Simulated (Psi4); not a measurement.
# M06-L/6-311+G(d,p) run of S2F2 (Difluorodisulfane)

What is the energy change on altering one bond length of S2F2 (Difluorodisulfane) at M06-L/6-311+G**? The job is set up through a Python script.

Program for the calculation: Psi4 1.11.

## (1) Starting point

The species is S2F2 (4 atoms), meant as a singlet with charge 0. As SMILES, `FSSF`. The coordinates come from a PBE0-D4/def2-TZVP relaxation.

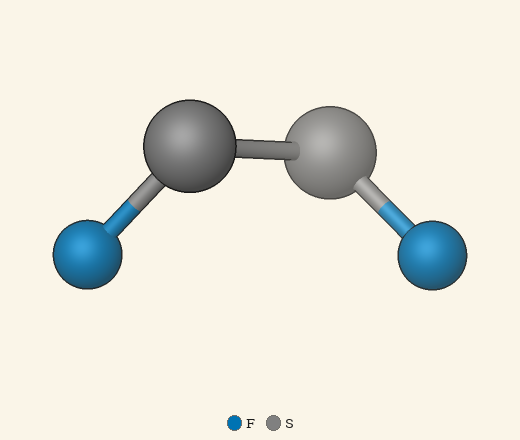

The structure, seen from a chosen angle (fluorine blue, sulfur grey).

## (2) Energy and forces at M06-L/6-311+G(d,p)

Contents of f2s2.xyz:

```xyz
4
F2S2
F     -1.783750    -0.199930    -0.621590
S     -0.467670     0.764150    -0.632370
S      1.044990    -0.276390    -0.184720
F      1.206410    -0.287820     1.438680
```

Contents of run.py:

```python
import psi4

psi4.set_memory('2200 MB')
psi4.set_num_threads(1)
psi4.set_output_file('f2s2.out', False)

with open('f2s2.xyz') as f:
    atoms = ''.join(f.readlines()[2:])
mol = psi4.geometry('0 1\n' + atoms + 'symmetry c1\nno_reorient\nno_com')

psi4.set_options({
    'basis': '6-311+G**',
    'puream': True,
    'e_convergence': 1e-09,
    'd_convergence': 1e-08,
    'scf_type': 'pk',
    'dft_radial_points': 99,
    'dft_spherical_points': 590,
})

result, w = psi4.gradient("m06-l", molecule=mol, return_wfn=True)
psi4.oeprop(w, "MAYER_INDICES", "MULLIKEN_CHARGES", "LOWDIN_CHARGES")
print('gradient / Eh bohr^-1')
print(result.np.round(6))
print(f'energy = {w.energy():.10f} Eh')
for k, v in sorted(psi4.core.scalar_variables().items()):
    print(f'{k:45s} {v:18.10f}')
```

Launch:

```
$ python run.py
```

f2s2.out:

```text
[...]
  Running in c1 symmetry.
[...]
  Nuclear repulsion =  230.128319113788450
[...]
  Multiplicity = 1
[...]
  Nalpha       = 25
  Nbeta        = 25
[...]
    Number of basis functions: 104
[...]
   @RKS iter   1:  -995.98134170422372    1.37080e-02   5.81669e-03 DIIS/ADIIS
[...]
   @RKS iter  11:  -996.06019675428934   -2.03499e-11   8.94734e-09 DIIS
[...]
    Orbital Energies [Eh]
    ---------------------
    Doubly Occupied:
       1A    -88.650169     2A    -88.650168     3A    -24.528114
       4A    -24.528112     5A     -8.002311     6A     -8.002180
       7A     -5.917929     8A     -5.917698     9A     -5.910118
      10A     -5.909561    11A     -5.901647    12A     -5.901646
      13A     -1.208871    14A     -1.205143    15A     -0.831995
      16A     -0.645302    17A     -0.522940    18A     -0.465874
      19A     -0.454559    20A     -0.423227    21A     -0.421807
      22A     -0.401650    23A     -0.332616    24A     -0.282436
      25A     -0.274945
[...]
  @RKS Final Energy:  -996.06019675428934
   => Energetics <=
    Nuclear Repulsion Energy =            230.1283191137884501
    One-Electron Energy =               -1835.9952287877013077
    Two-Electron Energy =                 682.1696952290603804
    DFT Exchange-Correlation Energy =     -72.3629823094367737
    Empirical Dispersion Energy =           0.0000000000000000
    VV10 Nonlocal Energy =                  0.0000000000000000
    Total Energy =                       -996.0601967542893362
[...]
 Multipole Moments:
 ------------------------------------------------------------------------------------
     Multipole            Electronic (a.u.)      Nuclear  (a.u.)        Total (a.u.)
 ------------------------------------------------------------------------------------
 L = 1.  Multiply by 2.5417464519 to convert [e a0] to [Debye]
 Dipole X            :         -7.2723550            7.6364967            0.3641417
 Dipole Y            :         -6.1446626            6.4522998            0.3076372
 Dipole Z            :         10.2931870          -10.8085342           -0.5153473
 Magnitude           :                                                    0.7020133
[...]
  -Total Gradient:
     Atom            X                  Y                   Z
    ------   -----------------  -----------------  -----------------
       1        0.023199767687     0.016096895535     0.000230650273
       2       -0.013880231202    -0.021522581312     0.002976275330
       3       -0.005638852412     0.005031332695     0.024652188947
       4       -0.003574535377     0.000484010286    -0.028009311993
[...]
  Mulliken Charges: (a.u.)
   Center  Symbol    Alpha    Beta     Spin     Total
       1     F     4.56401  4.56401  0.00000 -0.12803
       2     S     7.93599  7.93599  0.00000  0.12803
       3     S     7.93599  7.93599  0.00000  0.12802
       4     F     4.56401  4.56401  0.00000 -0.12802
   Total alpha = 25.00000, Total beta = 25.00000, Total charge =  0.00000
  Lowdin Charges: (a.u.)
   Center  Symbol    Alpha    Beta     Spin     Total
       1     F     4.74857  4.74857  0.00000 -0.49714
       2     S     7.75143  7.75143  0.00000  0.49714
[...]
```

The script printed:

```text
gradient / Eh bohr^-1
[[ 0.0232    0.016097  0.000231]
 [-0.01388  -0.021523  0.002976]
 [-0.005639  0.005031  0.024652]
 [-0.003575  0.000484 -0.028009]]
energy = -996.0601967543 Eh
CURRENT ENERGY                                   -996.0601967543
CURRENT REFERENCE ENERGY                         -996.0601967543
DD SOLVATION ENERGY                                 0.0000000000
DFT FUNCTIONAL TOTAL ENERGY                      -996.0601967543
DFT TOTAL ENERGY                                 -996.0601967543
DFT VV10 ENERGY                                     0.0000000000
DFT XC ENERGY                                     -72.3629823094
GRID ELECTRONS ALPHA                               25.0000000848
GRID ELECTRONS BETA                                25.0000000848
GRID ELECTRONS TOTAL                               50.0000001696
NUCLEAR REPULSION ENERGY                          230.1283191138
ONE-ELECTRON ENERGY                             -1835.9952287877
PCM POLARIZATION ENERGY                             0.0000000000
PE ENERGY                                           0.0000000000
SCF ITERATION ENERGY                             -996.0601967543
SCF ITERATIONS                                     11.0000000000
SCF TOTAL ENERGY                                 -996.0601967543
TWO-ELECTRON ENERGY                               682.1696952291
XC GRID RADIAL POINTS                              99.0000000000
XC GRID SPHERICAL POINTS                          590.0000000000
XC GRID TOTAL POINTS                           227371.0000000000
```

Run time: 34 s. Hardware: 1 thread of AMD EPYC 7R43 (Zen 3), shared host; peak memory 1 GiB.

## (3) The distorted shape: the energy at M06-L/6-311+G(d,p)

Contents of job.py:

```python
import psi4

psi4.set_memory(2200000000)
psi4.set_num_threads(1)
psi4.core.set_output_file('run.log', False)

geom = psi4.geometry("""
0 1
F     -3.61483065    -0.36053329    -3.62885619
S     -1.12779989     1.46131387    -3.64922744
S      1.73071323    -0.50502175    -2.80329154
F      2.27978449    -0.54390097     2.71871118
units bohr
symmetry c1
""")

options = {'basis': '6-311+G**', 'puream': True, 'e_convergence': 1e-09, 'd_convergence': 1e-08, 'scf_type': 'pk', 'dft_radial_points': 99, 'dft_spherical_points': 590}
psi4.set_options(options)

energy_value, wavefunction = psi4.energy("m06-l", molecule=geom, return_wfn=True)
print(f'm06-l energy: {energy_value:.10f} Eh')
```

Launch:

```
$ python job.py
```

run.log:

```text
[...]
  Running in c1 symmetry.
[...]
  Nuclear repulsion =  199.515333522835135
[...]
  Multiplicity = 1
[...]
  Nalpha       = 25
  Nbeta        = 25
[...]
    Number of basis functions: 104
[...]
   @RKS iter   1:  -995.65114808079159   -4.66397e-02   8.24474e-03 DIIS/ADIIS
[...]
   @RKS iter  19:  -995.97690579597895   -2.95586e-12   3.33306e-09 DIIS
[...]
    Orbital Energies [Eh]
    ---------------------
    Doubly Occupied:
       1A    -88.730519     2A    -88.655679     3A    -24.584763
       4A    -24.411968     5A     -8.079040     6A     -8.009552
       7A     -5.993526     8A     -5.985054     9A     -5.981941
      10A     -5.921075    11A     -5.919408    12A     -5.910684
      13A     -1.260350    14A     -1.009544    15A     -0.879416
      16A     -0.677239    17A     -0.532326    18A     -0.490794
      19A     -0.488002    20A     -0.396992    21A     -0.384950
      22A     -0.332954    23A     -0.279422    24A     -0.261535
      25A     -0.260841
[...]
  @RKS Final Energy:  -995.97690579597895
   => Energetics <=
    Nuclear Repulsion Energy =            199.5153335228351352
    One-Electron Energy =               -1774.4312922681401687
    Two-Electron Energy =                 651.1093555221195857
    DFT Exchange-Correlation Energy =     -72.1703025727935170
    Empirical Dispersion Energy =           0.0000000000000000
    VV10 Nonlocal Energy =                  0.0000000000000000
    Total Energy =                       -995.9769057959789507
[...]
 Multipole Moments:
 ------------------------------------------------------------------------------------
     Multipole            Electronic (a.u.)      Nuclear  (a.u.)        Total (a.u.)
 ------------------------------------------------------------------------------------
 L = 1.  Multiply by 2.5417464519 to convert [e a0] to [Debye]
 Dipole X            :         -1.1191873            0.6169251           -0.5022622
 Dipole Y            :          0.0888548            0.5923389            0.6811937
 Dipole Z            :         -0.7093782           -1.7643451           -2.4737233
 Magnitude           :                                                    2.6144978
[...]
```

On the terminal:

```text
m06-l energy: -995.9769057960 Eh
```

It took 40 s on 1 thread of AMD EPYC 7R43 (Zen 3), shared host; peak memory 0.99 GiB.

## (4) Outcome

At M06-L/6-311+G**:

| quantity | value |
| --- | --- |
| first shape: total energy | -996.06020 Eh |
| first shape: dipole moment | 1.78 D |
| first shape: HOMO energy | -7.48 eV |
| first shape: LUMO energy | -2.51 eV |
| first shape: HOMO–LUMO gap | 4.97 eV |
| first shape: largest force on an atom | 1.452 eV/Å |
| distorted shape: total energy | -995.97691 Eh |
| distorted shape: dipole moment | 6.65 D |
| distorted shape: HOMO energy | -7.10 eV |
| distorted shape: LUMO energy | -6.62 eV |
| distorted shape: HOMO–LUMO gap | 0.47 eV |
| energy change with the S3–F4 bond stretched from 1.631 to 2.937 Å | 2.266 eV |

In words: One bond (distorted shape) is far stretched, which a spin-restricted single reference describes badly; a broken-symmetry solution may lie lower. With the S3–F4 bond stretched from 1.631 to 2.937 Å the energy rises by 2.27 eV (52 kcal/mol). The first shape isn't relaxed at this level, so the change isn't measured from a minimum. A restricted reference can't describe the breaking bond well at this length. The largest force (first shape) is 1.45 eV/Å: the shape isn't a stationary point for this species at this level. Mulliken charges (first shape) run from -0.13 on F1 to +0.13 on S2; in a basis this large or diffuse they mean little.
